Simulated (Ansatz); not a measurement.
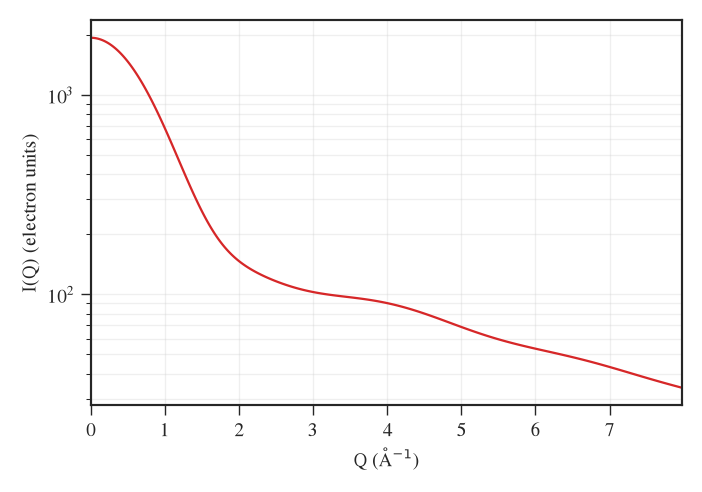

Elastic X-ray scattering of a randomly oriented, rigid molecule, calculated with the Debye equation from neutral-atom form factors (independent atoms, no Compton part, no vibration). The geometry is the end point of an optimisation (Ansatz, RKS B3LYP-D4/STO-3G); it may be a saddle point or a higher isomer. It contains C, Si, H.

Question: How many electrons does the independent-atom model of the molecule hold?

Answer: I(0) is the square of the electron number: I(0) = 1940, so about 44 electrons, the count of C4H6Si.

Question: What radius of gyration does the initial fall-off give?

Answer: From I(Q) ≈ I(0) exp(−Q²R²/3) at small Q, R ≈ 1.82 Å. It is larger than the electron-weighted radius of the nuclear positions alone (1.64 Å), because each atom's electron cloud adds to it.
